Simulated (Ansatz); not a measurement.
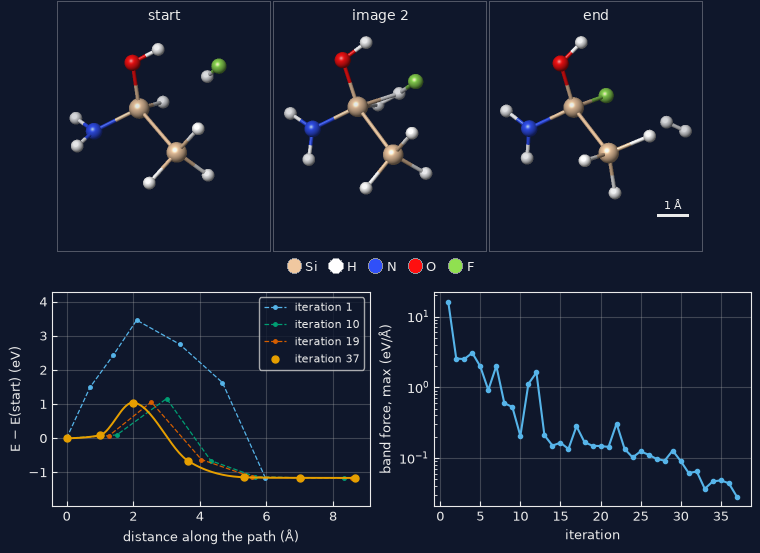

NEB run on Si2NH8OF. Images are numbered from 0 (start) to 6 (end). The plot follows the band through its iterations. Style: ball-and-stick. Shown at a tilt.

All numbers below come from Ansatz, RKS PBE0/def2-SVP. Run with 5 movable images; climbing image; force threshold 0.03 eV/Å; iteration limit 60; starting path through a guess of the saddle point.

**How did the profile develop, and is the result final?**

The result is final at these settings. The band converged in 37 iterations. The largest component of the band force went from 16 to 0.029 eV/Å. The climbing image converged on the top of the path. Its vibrational analysis gives one imaginary mode (848i cm⁻¹), as a transition state must have. The first iteration put the highest image at 3.46 eV. The highest point, image 2, lies 1.04 eV above the start and 2.20 eV above the end; the end is at −1.16 eV relative to the start.

Cost: 5.2 min on 4 threads of Arm Neoverse V1 (shared host), peak memory 0.32 GiB.
